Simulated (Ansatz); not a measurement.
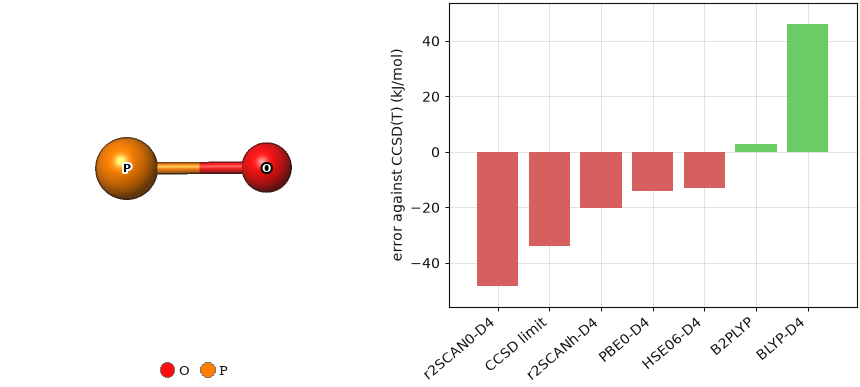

Error in the electronic atomisation energy (method less reference, so positive means overbinding) of PO, doublet: functionals in def2-TZVPP against frozen-core CCSD(T) at the limit (scheme: direct), which gives 593.8 kJ/mol, at a PBE0-D4/def2-TZVP geometry (a minimum by its frequencies), no zero-point or spin-orbit term, the Ansatz code. The reference leaves out core correlation, a term that grows with the number of heavy atoms. B2PLYP holds a correlation term that converges slowly with the basis, so part of the distance to the limit is basis error. No dispersion term is added to B2PLYP. Limit means the basis limit.

Which of these levels overbind, and which underbind?

Overbind: BLYP-D4. Underbind: r2SCAN0-D4, CCSD limit, r2SCANh-D4, PBE0-D4 and HSE06-D4. Within 10 kJ/mol of zero, too close to call in view of what the reference leaves out: B2PLYP.

Give the values.

```csv
level,kJ/mol
r2SCAN0-D4,−48.3
CCSD limit,−33.8
r2SCANh-D4,−20.3
PBE0-D4,−14.1
HSE06-D4,−12.9
B2PLYP,3.0
BLYP-D4,46.1
```
